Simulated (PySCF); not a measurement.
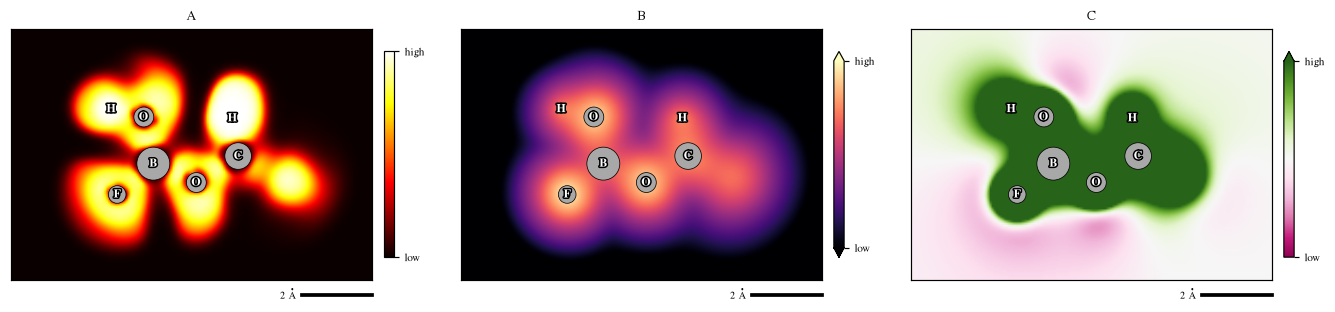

C3H6BFO2: 3 fields on the plane of atoms F3, B2 and O4, with unlabelled colour scales. Grey discs cover the atomic cores.

Geometry: GFN2-xTB.

These are results of CAM-B3LYP/def2-SVPD, SCF density, gas phase (PySCF), not measurements.

Match the panels to the quantities (electron density, electron localisation function and electrostatic potential).

Panel A: electron localisation function. Panel B: electron density. Panel C: electrostatic potential (strongly positive close to the atoms, with negative regions outside electron-rich atoms). From the grid: B–O (1.33 Å): ρ is about 2.3 e/Å³ halfway; the ELF peaks at about 0.90 between the atoms (a short, strongly polar bond). B–F (1.35 Å): ρ at the midpoint is about 2.1 e/Å³; the ELF peaks at about 0.85 between the atoms; a shared but strongly polarised pair.
